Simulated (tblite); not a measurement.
**C₃H₃P₂ (charge −1): polarizability calculation**

- system: C₃H₃P₂, charge −1, SMILES c1c[p-]cp1
- method: IPEA1-xTB, R-SCC (tblite 0.8.0)

The geometry comes from this level: GFN2-xTB.

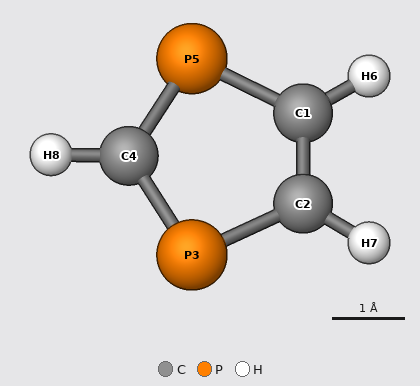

Fig. 1: The input geometry (ball-and-stick view, seen at a tilt; atoms are numbered from 1 in the order of the input). Bond lengths as drawn: C–C 1.37 Å, C–H 1.08 to 1.09 Å and C–P 1.73 to 1.74 Å.

Key numbers:

| quantity | value |
| --- | --- |
| outcome | converged |
| total energy | −14.112969 hartree |
| basis functions | 39 |
| largest force | 1.099 eV/Å |
| HOMO | −4.79 eV |
| LUMO | −1.31 eV |
| hardware | 1 thread of Intel Xeon @ 2.70GHz, 189 GiB of memory available, shared host |
| peak memory | 0.11 GiB |

Notes:

Settings chosen away from the usual ones: displacement. These settings are looser than, or depart from, a standard set-up, so the numbers are not reference values for this system.

Input file (run.py):
```python
"""IPEA1-xTB finite-field polarizability"""
import json
import numpy as np
from tblite.interface import Calculator
from tblite.library import ffi
from tblite.interface import symbols_to_numbers

symbols = list(map(str, np.loadtxt("input.xyz", skiprows=2, usecols=0, dtype=str, ndmin=1)))
numbers = np.array(symbols_to_numbers(symbols))
positions = np.loadtxt("input.xyz", skiprows=2, usecols=(1, 2, 3), ndmin=2) / 0.529177210903

def dipole(field):
    tb = Calculator("IPEA1-xTB", numbers, positions, charge=-1, uhf=0)
    tb.set("verbosity", 0)
    tb.set("accuracy", 0.01)
    tb.add("electric-field", ffi.new("double[3]", list(field)))
    return tb.singlepoint()

F = 0.03  # field step, atomic units
sp = dipole([0.0, 0.0, 0.0])
alpha = np.array([(dipole(F * v).get('dipole') - dipole(-F * v).get('dipole')) / (2 * F) for v in np.eye(3)])
print(f"E = {sp.get('energy'):.8f} Eh")
print("polarizability tensor (bohr^3)")
for row in alpha:
    print("".join(f"{v:12.4f}" for v in row))
w = np.linalg.eigvalsh((alpha + alpha.T) / 2)
print("principal values", np.round(w, 3), " isotropic %.3f" % w.mean())
out = {k: np.asarray(sp.get(k)).tolist() for k in ("energy", "gradient", "charges", "dipole", "orbital-energies", "orbital-occupations")}
out.update(symbols=symbols, positions=(positions * 0.529177210903).tolist(), alpha=alpha.tolist())
json.dump(out, open("results.json", "w"))
```

File input.xyz:
```
8

C      0.167780     0.994870     0.510560
C      1.090380     0.005650     0.299910
P      0.548600    -1.434770    -0.520850
C     -1.067890    -0.849340    -0.688120
P     -1.455200     0.713590    -0.062690
H      0.419540     1.923510     1.013150
H      2.122090     0.097880     0.624330
H     -1.825310    -1.451400    -1.176280
```

Run as:
```bash
python run.py
```

The program's output:
```
E = -14.11296864 Eh
polarizability tensor (bohr^3)
    105.8297    -14.4047      7.2846
    -14.3492    102.1205     18.4378
      7.2733     18.5309     64.2789
principal values [ 53.791  98.925 119.513]  isotropic 90.743
```

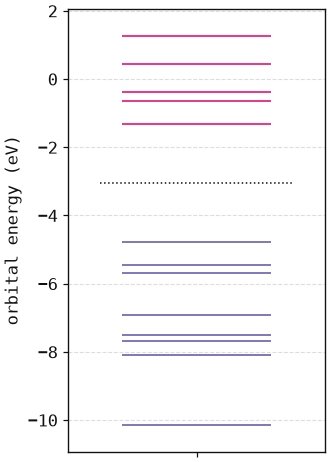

Fig. 2: Orbital energies near the frontier; the dotted line parts filled from empty levels, and levels within 0.02 eV of each other stand side by side. Highest filled −4.79 eV, lowest empty −1.31 eV, 3.48 eV apart.
